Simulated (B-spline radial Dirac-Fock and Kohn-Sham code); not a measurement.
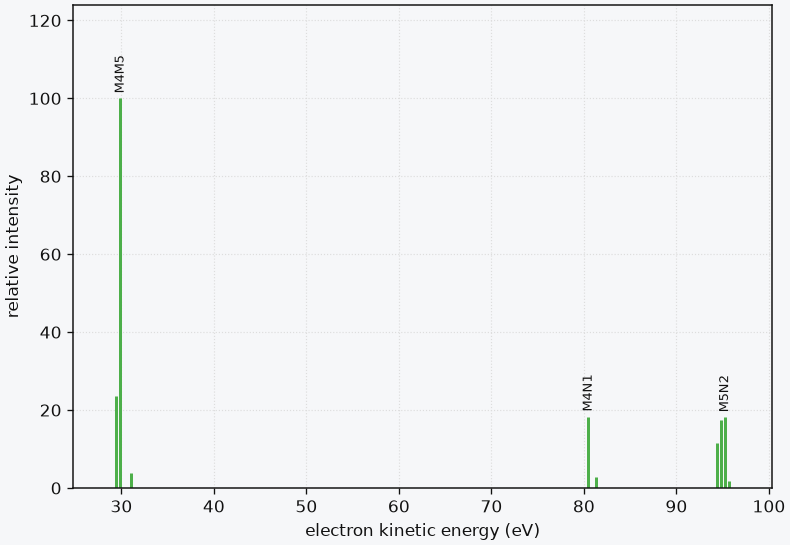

**Figure.** Auger and Coster–Kronig groups that fill an M2 (3p1/2) hole, as sticks. Kinetic energies count from the vacuum level; very weak lines are left out. The figure is for atomic Se in the configuration [Ar] 3d10 4s2 4p4. The calculation used independent-particle Coulomb rates on relativistic LDA orbitals, configuration-average energies from Dirac–Fock (a B-spline radial code). Widths ruled by Coster–Kronig decay come out up to twice the measured ones in this model.

The strongest group is M2-M4M5 at 29.87 eV (50 % of the non-radiative width), followed by M2-M4M4 at 29.45 eV (12 %), M2-M4N1 at 80.47 eV (9.2 %), M2-M5N2 at 95.21 eV (9.1 %). The lines shown span 29.45 eV to 95.73 eV.
